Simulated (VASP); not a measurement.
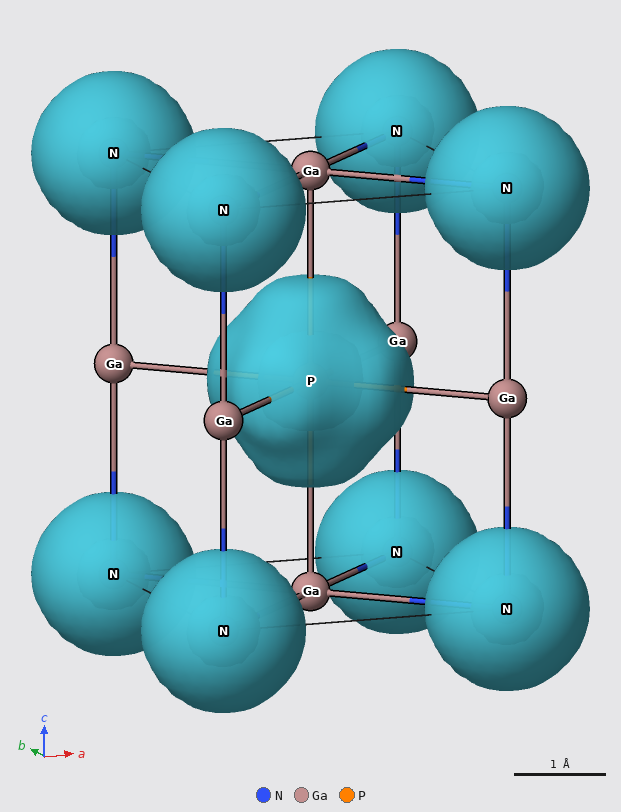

Figure. Ga₂PN. Isosurface of the ELF at 0.7 (cyan), seen slightly off an axis. Only the valence region is drawn (cores and ρ < 0.01 e/Å³ removed). Sticks mark near contacts.

Space group P4/mmm; a generated structure, not necessarily the stable one; computed pressure about 5 GPa in this cell.

Computed with Kohn-Sham DFT of a periodic cell, PBE, VASP PAW PBE potentials, recommended in VASP.

In a PAW calculation such maps are meaningful between the atoms, not at the nuclei.

### Describe the localisation domains.

At this value the surface marks out one region on P in which the atom's valence shell and bonds are merged and one region wrapped around N (its valence shell), counted in one cell of 4 atoms. Any copies at cell faces, edges or corners count once. Profiles from the grid: Ga–N (2.37 Å): the ELF peaks at about 0.85 in the valence shell of N, 0.7 Å from its nucleus, and drops to about 0.25 between the two atoms: no localised pair shows between them. Ga–P (2.37 Å): the ELF peaks at about 0.85 between the atoms.
